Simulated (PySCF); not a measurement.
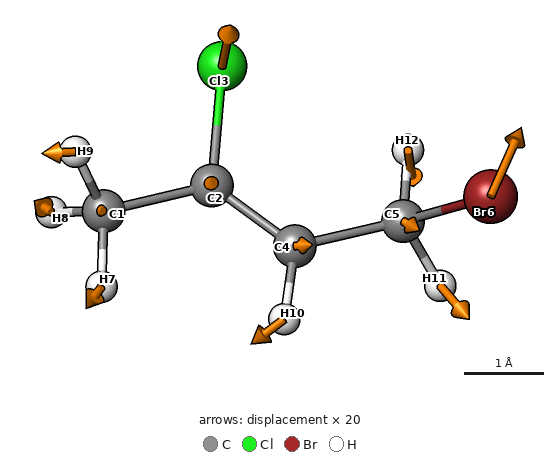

A relaxation of C4H6BrCl. The starting structure is drawn; orange arrows show the displacements, 20 times their true length. The two geometries are superimposed by the best rigid fit.

The picture is a ball-and-stick view, seen at a tilt.

The start comes from GFN2-xTB.

Method: PBE0-D3(BJ)/def2-SVP geometry optimisation, gas phase in PySCF. 

### What happened in the run?

Br6 moves most after the best rigid fit: 0.056 Å. By element the largest moves are Br 0.056 Å, Cl 0.050 Å, H 0.041 Å, C 0.015 Å. Some distances before and after: C5–Br6 1.978 → 1.965 Å, C4–H10 1.081 → 1.094 Å, C1–H7 1.087 → 1.098 Å, C2–C4 1.328 → 1.340 Å. The energy falls by 0.023 eV in 3 geometry steps. Largest force component: 0.85 eV/Å at the start, 0.018 eV/Å at the end.
